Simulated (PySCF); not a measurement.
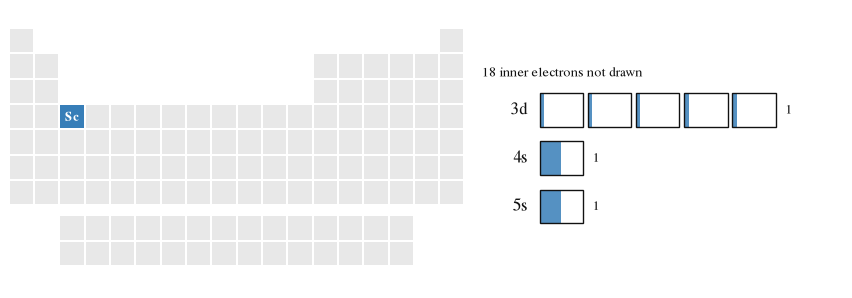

**Figure 1.** Left, the place of scandium in the periodic table; right, the outer shells of the nominal configuration: a box for each of the 2l + 1 orbitals, shaded by the share of the shell that is filled, with the electron count at the right.

Atomic calculation for Sc

- system: Sc, configuration 1s2 2s2 2p6 3s2 3p6 3d1 4s1 5s1, multiplicity 4.
- method: unrestricted CCSD(T), aug-cc-pVDZ-DK, spin-free X2C-1e, Gaussian nucleus (PySCF)

**Input file**
```python
from pyscf import gto, scf, dft, mp, cc
import basis_set_exchange as bse
mol = gto.M(atom="Sc 0 0 0", charge=0, spin=3, symmetry="D2h",
            basis=gto.basis.parse(bse.get_basis("aug-cc-pVDZ-DK", elements=["Sc"], fmt="nwchem")),
            nucmod="G")
mf = scf.UHF(mol).sfx2c1e()
mf.irrep_nelec = {'Ag': (5, 3), 'B1g': (1, 0), 'B1u': (2, 2), 'B2u': (2, 2), 'B3u': (2, 2)}
mf.kernel()
mycc = cc.CCSD(mf, frozen=9).run()
mycc.ccsd_t()
```

The script is an equivalent of what the driver set up; the driver started from orbitals of its own, so the log can be shorter than this script's would be, and it computed the properties (radii, ⟨L²⟩, response) afterwards. It held the occupations shell by shell, which the script's counts by irreducible representation don't always enforce.

**The program's output (extracts)**
```
CC2 = 0
CCSD nocc = (np.int64(3), np.int64(0)), nmo = (50, 50)
frozen orbitals [[0, 1, 2, 3, 4, 5, 6, 7, 8], [0, 1, 2, 3, 4, 5, 6, 7, 8]]
max_cycle = 100
direct = 0
conv_tol = 1e-08
conv_tol_normt = 1e-06
diis_space = 8
diis_start_cycle = 0
Init t2, MP2 energy = -0.00481370105178609
Init E_corr(UCCSD) = -0.00481370105281209
cycle = 1  E_corr(UCCSD) = -0.00671782645773912  dE = -0.0019041254  norm(t1,t2) = 0.0398099
cycle = 2  E_corr(UCCSD) = -0.00757114211405464  dE = -0.000853315656  norm(t1,t2) = 0.0235817
cycle = 3  E_corr(UCCSD) = -0.00851882967627258  dE = -0.000947687562  norm(t1,t2) = 0.0152772
cycle = 4  E_corr(UCCSD) = -0.00862118532917009  dE = -0.000102355653  norm(t1,t2) = 0.0152782
cycle = 5  E_corr(UCCSD) = -0.00854716480764532  dE = 7.40205215e-05  norm(t1,t2) = 0.00572191
cycle = 6  E_corr(UCCSD) = -0.00857892499359873  dE = -3.1760186e-05  norm(t1,t2) = 0.00139611
cycle = 7  E_corr(UCCSD) = -0.00854957473081393  dE = 2.93502628e-05  norm(t1,t2) = 0.00100018
cycle = 8  E_corr(UCCSD) = -0.00858201748039614  dE = -3.24427496e-05  norm(t1,t2) = 0.000658927
cycle = 9  E_corr(UCCSD) = -0.00857112499352378  dE = 1.08924869e-05  norm(t1,t2) = 0.000352922
cycle = 10  E_corr(UCCSD) = -0.00857630380941007  dE = -5.17881589e-06  norm(t1,t2) = 0.000302566
cycle = 11  E_corr(UCCSD) = -0.00857621521419544  dE = 8.85952146e-08  norm(t1,t2) = 0.000453279
cycle = 12  E_corr(UCCSD) = -0.00857611658608454  dE = 9.86281109e-08  norm(t1,t2) = 0.000219579
cycle = 13  E_corr(UCCSD) = -0.00857632664905755  dE = -2.10062973e-07  norm(t1,t2) = 0.000317973
cycle = 14  E_corr(UCCSD) = -0.00857715055178576  dE = -8.23902728e-07  norm(t1,t2) = 0.000199506
cycle = 15  E_corr(UCCSD) = -0.00857775782128587  dE = -6.072695e-07  norm(t1,t2) = 0.000140404
cycle = 16  E_corr(UCCSD) = -0.00857752547464542  dE = 2.3234664e-07  norm(t1,t2) = 9.22831e-05
cycle = 17  E_corr(UCCSD) = -0.00857763096659266  dE = -1.05491947e-07  norm(t1,t2) = 3.92448e-05
cycle = 18  E_corr(UCCSD) = -0.00857768512919307  dE = -5.41626004e-08  norm(t1,t2) = 3.03223e-05
cycle = 19  E_corr(UCCSD) = -0.00857762058985653  dE = 6.45393365e-08  norm(t1,t2) = 3.32178e-05
cycle = 20  E_corr(UCCSD) = -0.00857761415197769  dE = 6.43787884e-09  norm(t1,t2) = 2.78442e-05
cycle = 21  E_corr(UCCSD) = -0.00857760843295153  dE = 5.71902616e-09  norm(t1,t2) = 4.08586e-05
cycle = 22  E_corr(UCCSD) = -0.00857760088061984  dE = 7.55233169e-09  norm(t1,t2) = 1.86153e-05
cycle = 23  E_corr(UCCSD) = -0.00857753574551514  dE = 6.51351047e-08  norm(t1,t2) = 3.37392e-05
cycle = 24  E_corr(UCCSD) = -0.00857764317105022  dE = -1.07425535e-07  norm(t1,t2) = 1.19844e-05
cycle = 25  E_corr(UCCSD) = -0.0085777097122616  dE = -6.65412114e-08  norm(t1,t2) = 9.88535e-06
cycle = 26  E_corr(UCCSD) = -0.0085777131385823  dE = -3.42632071e-09  norm(t1,t2) = 9.7242e-06
cycle = 27  E_corr(UCCSD) = -0.00857768661675274  dE = 2.65218296e-08  norm(t1,t2) = 1.02204e-05
cycle = 28  E_corr(UCCSD) = -0.00857768829988553  dE = -1.68313279e-09  norm(t1,t2) = 9.1621e-06
cycle = 29  E_corr(UCCSD) = -0.00857765617029342  dE = 3.21295921e-08  norm(t1,t2) = 1.07232e-05
cycle = 30  E_corr(UCCSD) = -0.00857764377111417  dE = 1.23991793e-08  norm(t1,t2) = 9.30919e-06
cycle = 31  E_corr(UCCSD) = -0.00857765432998765  dE = -1.05588735e-08  norm(t1,t2) = 1.0432e-05
cycle = 32  E_corr(UCCSD) = -0.00857768084231064  dE = -2.6512323e-08  norm(t1,t2) = 1.04537e-05
cycle = 33  E_corr(UCCSD) = -0.00857773294208531  dE = -5.20997747e-08  norm(t1,t2) = 1.01481e-05
cycle = 34  E_corr(UCCSD) = -0.00857780626249926  dE = -7.3320414e-08  norm(t1,t2) = 7.74897e-06
cycle = 35  E_corr(UCCSD) = -0.00857781155470292  dE = -5.29220366e-09  norm(t1,t2) = 7.63916e-06
cycle = 36  E_corr(UCCSD) = -0.00857781014561487  dE = 1.40908806e-09  norm(t1,t2) = 7.50062e-06
cycle = 37  E_corr(UCCSD) = -0.00857780841360561  dE = 1.73200926e-09  norm(t1,t2) = 7.90097e-06
cycle = 38  E_corr(UCCSD) = -0.00857782145019354  dE = -1.30365879e-08  norm(t1,t2) = 8.52887e-06
cycle = 39  E_corr(UCCSD) = -0.00857781999737692  dE = 1.45281662e-09  norm(t1,t2) = 6.87664e-06
cycle = 40  E_corr(UCCSD) = -0.00857780526695554  dE = 1.47304214e-08  norm(t1,t2) = 6.09713e-06
cycle = 41  E_corr(UCCSD) = -0.00857779282855333  dE = 1.24384022e-08  norm(t1,t2) = 6.88403e-06
cycle = 42  E_corr(UCCSD) = -0.00857779985191491  dE = -7.02336159e-09  norm(t1,t2) = 6.53594e-06
cycle = 43  E_corr(UCCSD) = -0.00857779702581865  dE = 2.82609626e-09  norm(t1,t2) = 5.4927e-06
cycle = 44  E_corr(UCCSD) = -0.00857779300624671  dE = 4.01957194e-09  norm(t1,t2) = 4.85714e-06
cycle = 45  E_corr(UCCSD) = -0.00857779291333842  dE = 9.29082939e-11  norm(t1,t2) = 5.5712e-06
cycle = 46  E_corr(UCCSD) = -0.00857779429137695  dE = -1.37803853e-09  norm(t1,t2) = 6.47527e-06
cycle = 47  E_corr(UCCSD) = -0.00857779195794694  dE = 2.33343001e-09  norm(t1,t2) = 5.2424e-06
cycle = 48  E_corr(UCCSD) = -0.00857779168422568  dE = 2.73721261e-10  norm(t1,t2) = 5.12819e-06
cycle = 49  E_corr(UCCSD) = -0.00857778493760547  dE = 6.74662021e-09  norm(t1,t2) = 5.57647e-06
cycle = 50  E_corr(UCCSD) = -0.00857778731791158  dE = -2.38030611e-09  norm(t1,t2) = 4.72141e-06
cycle = 51  E_corr(UCCSD) = -0.00857778508708322  dE = 2.23082836e-09  norm(t1,t2) = 5.08319e-06
cycle = 52  E_corr(UCCSD) = -0.00857777694465664  dE = 8.14242658e-09  norm(t1,t2) = 4.47266e-06
cycle = 53  E_corr(UCCSD) = -0.00857778247409271  dE = -5.52943607e-09  norm(t1,t2) = 7.06715e-06
cycle = 54  E_corr(UCCSD) = -0.00857778220288728  dE = 2.7120543e-10  norm(t1,t2) = 4.03058e-06
cycle = 55  E_corr(UCCSD) = -0.00857778243845887  dE = -2.35571592e-10  norm(t1,t2) = 4.00839e-06
cycle = 56  E_corr(UCCSD) = -0.00857778183483368  dE = 6.03625193e-10  norm(t1,t2) = 3.87348e-06
cycle = 57  E_corr(UCCSD) = -0.00857778100700114  dE = 8.2783254e-10  norm(t1,t2) = 3.87158e-06
cycle = 58  E_corr(UCCSD) = -0.0085777783556996  dE = 2.65130153e-09  norm(t1,t2) = 4.01782e-06
cycle = 59  E_corr(UCCSD) = -0.00857778037845209  dE = -2.02275248e-09  norm(t1,t2) = 3.68435e-06
cycle = 60  E_corr(UCCSD) = -0.00857778058779458  dE = -2.09342498e-10  norm(t1,t2) = 5.86543e-06
cycle = 61  E_corr(UCCSD) = -0.00857778053937893  dE = 4.84156552e-11  norm(t1,t2) = 3.41087e-06
cycle = 62  E_corr(UCCSD) = -0.00857778112025982  dE = -5.80880889e-10  norm(t1,t2) = 4.15729e-06
cycle = 63  E_corr(UCCSD) = -0.00857778053481123  dE = 5.85448589e-10  norm(t1,t2) = 3.42758e-06
cycle = 64  E_corr(UCCSD) = -0.00857778060634283  dE = -7.15316001e-11  norm(t1,t2) = 3.60529e-06
cycle = 65  E_corr(UCCSD) = -0.00857778071016103  dE = -1.03818199e-10  norm(t1,t2) = 3.27064e-06
cycle = 66  E_corr(UCCSD) = -0.00857778046854899  dE = 2.41612032e-10  norm(t1,t2) = 3.71847e-06
cycle = 67  E_corr(UCCSD) = -0.00857778086703032  dE = -3.98481326e-10  norm(t1,t2) = 3.3668e-06
cycle = 68  E_corr(UCCSD) = -0.00857778074796833  dE = 1.19061989e-10  norm(t1,t2) = 3.33457e-06
cycle = 69  E_corr(UCCSD) = -0.00857778034570395  dE = 4.02264382e-10  norm(t1,t2) = 3.57193e-06
cycle = 70  E_corr(UCCSD) = -0.00857778170449573  dE = -1.35879178e-09  norm(t1,t2) = 3.18022e-06
cycle = 71  E_corr(UCCSD) = -0.00857778151819776  dE = 1.86297979e-10  norm(t1,t2) = 2.65972e-06
cycle = 72  E_corr(UCCSD) = -0.00857778165563552  dE = -1.37437769e-10  norm(t1,t2) = 2.83004e-06
cycle = 73  E_corr(UCCSD) = -0.00857778169067818  dE = -3.50426528e-11  norm(t1,t2) = 2.70523e-06
cycle = 74  E_corr(UCCSD) = -0.00857778197424194  dE = -2.83563766e-10  norm(t1,t2) = 2.83703e-06
cycle = 75  E_corr(UCCSD) = -0.00857778177259299  dE = 2.01648954e-10  norm(t1,t2) = 2.72064e-06
cycle = 76  E_corr(UCCSD) = -0.00857778228799173  dE = -5.15398741e-10  norm(t1,t2) = 2.74973e-06
cycle = 77  E_corr(UCCSD) = -0.00857778271720675  dE = -4.29215021e-10  norm(t1,t2) = 2.62919e-06
cycle = 78  E_corr(UCCSD) = -0.00857778272454919  dE = -7.34243569e-12  norm(t1,t2) = 2.69141e-06
cycle = 79  E_corr(UCCSD) = -0.00857778277238682  dE = -4.7837628e-11  norm(t1,t2) = 2.58151e-06
cycle = 80  E_corr(UCCSD) = -0.00857778317473197  dE = -4.02345154e-10  norm(t1,t2) = 2.88744e-06
cycle = 81  E_corr(UCCSD) = -0.00857778317268818  dE = 2.04378875e-12  norm(t1,t2) = 2.33491e-06
cycle = 82  E_corr(UCCSD) = -0.00857778287187545  dE = 3.00812734e-10  norm(t1,t2) = 2.3282e-06
cycle = 83  E_corr(UCCSD) = -0.0085777830145892  dE = -1.42713752e-10  norm(t1,t2) = 2.6643e-06
cycle = 84  E_corr(UCCSD) = -0.00857778320019351  dE = -1.8560431e-10  norm(t1,t2) = 2.41227e-06
cycle = 85  E_corr(UCCSD) = -0.00857778318835723  dE = 1.18362785e-11  norm(t1,t2) = 2.34065e-06
cycle = 86  E_corr(UCCSD) = -0.00857778335566885  dE = -1.67311621e-10  norm(t1,t2) = 2.66073e-06
cycle = 87  E_corr(UCCSD) = -0.00857778337823602  dE = -2.25671669e-11  norm(t1,t2) = 2.34349e-06
cycle = 88  E_corr(UCCSD) = -0.00857778333175629  dE = 4.64797298e-11  norm(t1,t2) = 2.36439e-06
cycle = 89  E_corr(UCCSD) = -0.00857778333769681  dE = -5.94052411e-12  norm(t1,t2) = 2.34715e-06
cycle = 90  E_corr(UCCSD) = -0.00857778
```

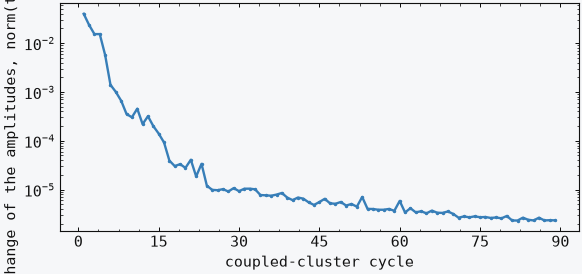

**Figure 2.** Convergence: change of the amplitudes, norm(t1,t2) against the coupled-cluster cycle. The residual stalls around 4 × 10⁻⁶ from about step 34 on. It goes from 0.040 to 2.3×10⁻⁶ in 89 steps.

**Outcome**

```
        quantity                      value
         outcome              not converged
CCSD correlation          −0.008578 hartree
   T1 diagnostic                      0.018
        hardware  1 CPU thread, shared host
        CPU time    3.1 s (integrals apart)
```

**Diagnosis**

The run did not meet its convergence test, so its last values are not results. This is not the ground configuration of the species.
